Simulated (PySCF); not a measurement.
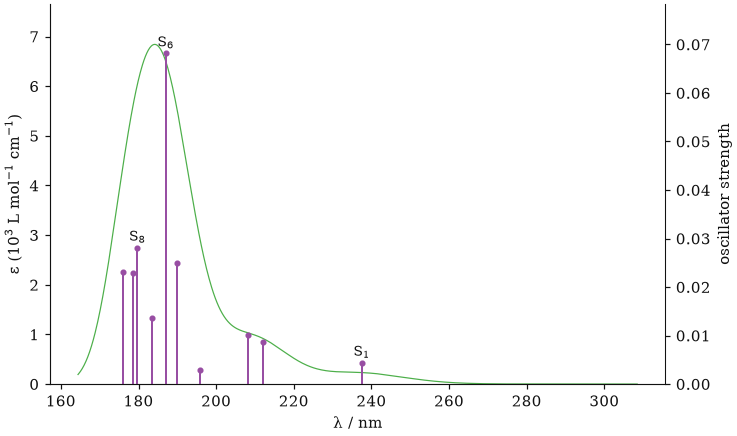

Vertical TDDFT excitations, CAM-B3LYP/def2-SVPD with PySCF, at a PBE0-D3(BJ)/def2-SVP geometry (no frequency check), gas phase. The lowest 10 singlet states are shown; each is broadened by a Gaussian of 1/e half-width 0.33 eV. Sticks give oscillator strengths (right axis).

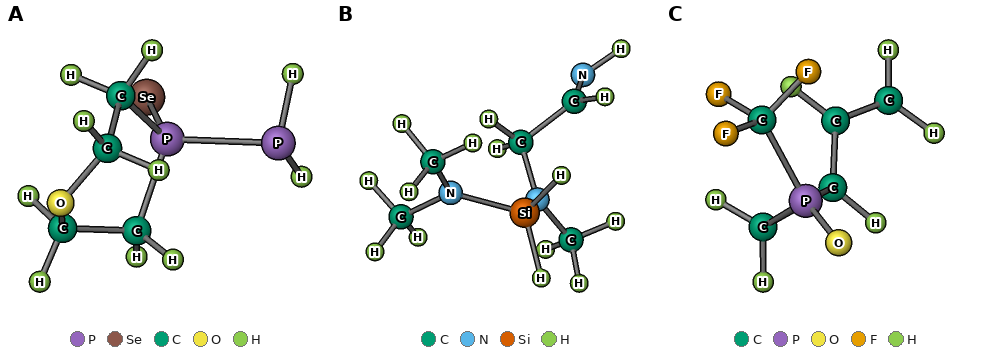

### Whose absorption spectrum is this? The candidates are drawn in the second picture.

Structure B, C₅H₁₅N₃Si. Its lowest singlet lies at 5.22 eV (f = 0.004) and the brightest of those computed is S6 at 6.63 eV (187 nm), f = 0.068, mixed, the largest part being HOMO−1 → LUMO+2 (35 %).

Caveats: one conformer of a flexible molecule; core orbitals are frozen in the response.
